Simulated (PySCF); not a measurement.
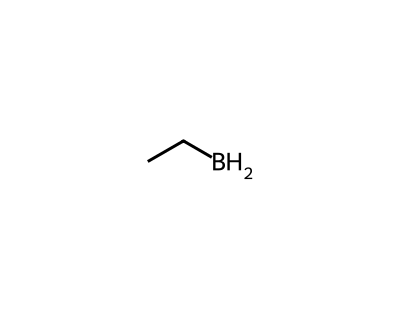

2D structure.

Give its SMILES.

BCC

What is the molecular formula?

C2H7B.

More results for the same structure follow; atom numbers are the same in all pictures, views and colours differ. The computed structure is the end point of a PBE0-D3(BJ)/def2-SVP optimisation. No frequency run is at hand to confirm it as a minimum.

Geometry

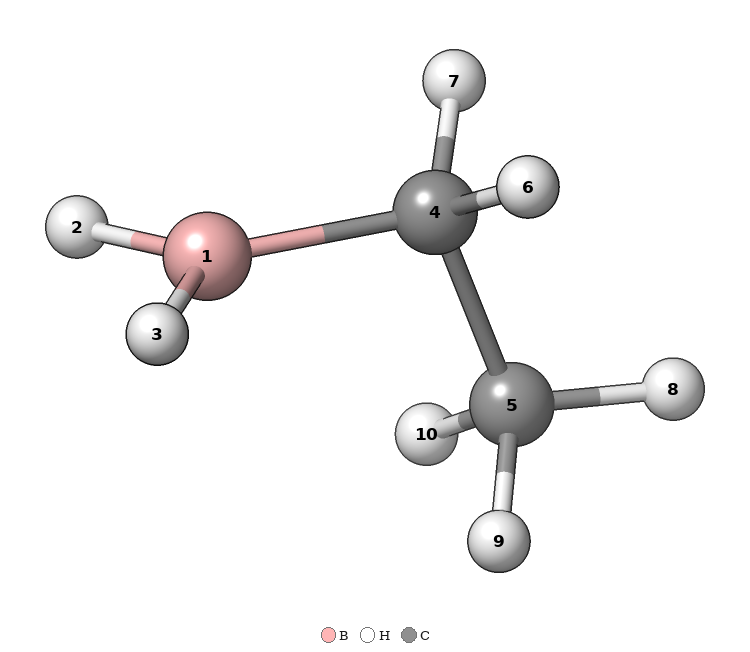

No frequency run is at hand to confirm it as a minimum.

Estimate the angles H2–B1–C4, H3–B1–C4, B1–C4–C5, B1–C4–H6, C5–C4–H6, C4–C5–H8, C4–C5–H9, C4–C5–H10.

| angle | degrees |
| --- | --- |
| H2–B1–C4 | 120.5 |
| H3–B1–C4 | 121.2 |
| B1–C4–C5 | 105.1 |
| B1–C4–H6 | 113.0 |
| C5–C4–H6 | 109.1 |
| C4–C5–H8 | 110.9 |
| C4–C5–H9 | 112.0 |
| C4–C5–H10 | 111.9 |

Excitation

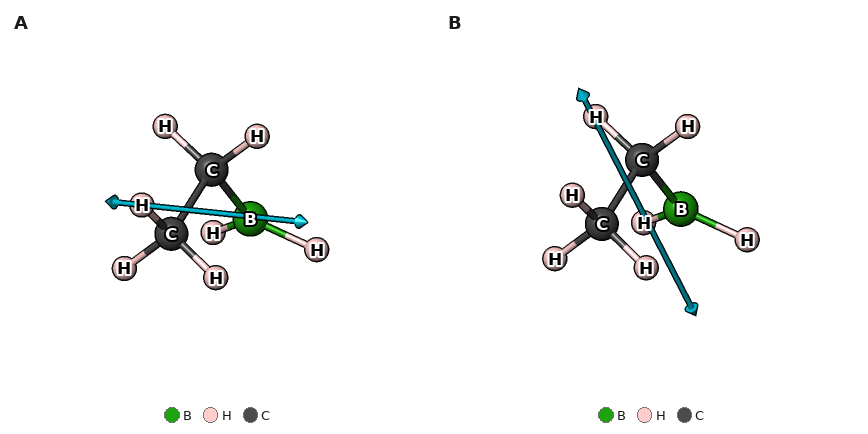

The double arrows show the directions of two transition dipoles from the ground state (lengths mean nothing). No frequency run is at hand to confirm it as a minimum. Level of theory: TDDFT CAM-B3LYP/def2-SVPD, vertical, gas phase, core orbitals frozen in the response (PySCF 2.14.0).

One belongs to singlet state 8 and one to singlet state 9. Which is which?

A: state 8, 9.45 eV (131 nm), oscillator strength 0.075, mainly HOMO−1 → LUMO+2 (weight 0.69).
B: state 9, 9.56 eV (130 nm), oscillator strength 0.099, mainly HOMO → LUMO+2 (weight 0.55).

Core levels

No frequency run is at hand to confirm it as a minimum. Level of theory: delta-SCF UKS SCAN, pcX-2 on the ionised atom (unc-x2c-TZVPall on a metal), pcseg-1 elsewhere, spin-free X2C (PySCF 2.14.0).

Give the core-electron binding energies (to vacuum) of B1 1s, C4 1s, C5 1s.

```tsv
atom	level	binding energy (eV)
B1	1s	196.3
C4	1s	290.3
C5	1s	290.9
```

NMR shielding

The questions are on isotropic NMR shieldings of the H atoms. No frequency run is at hand to confirm it as a minimum. Method: GIAO PBE0/pcSseg-1 NMR shielding, non-relativistic, gas phase (PySCF 2.14.0).

Which H atom is the most shielded (lowest chemical shift)?

H9 (30.81 ppm).

Which H atom is the least shielded (highest chemical shift)?

H3 (23.64 ppm).

How wide is the range of H shifts?

7.17 ppm.

List the isotropic NMR shieldings of the H atoms.

```
atom  σ (ppm)
  H2    23.69
  H3    23.64
  H6    29.47
  H7    29.53
  H8    29.85
  H9    30.81
 H10    30.72
```
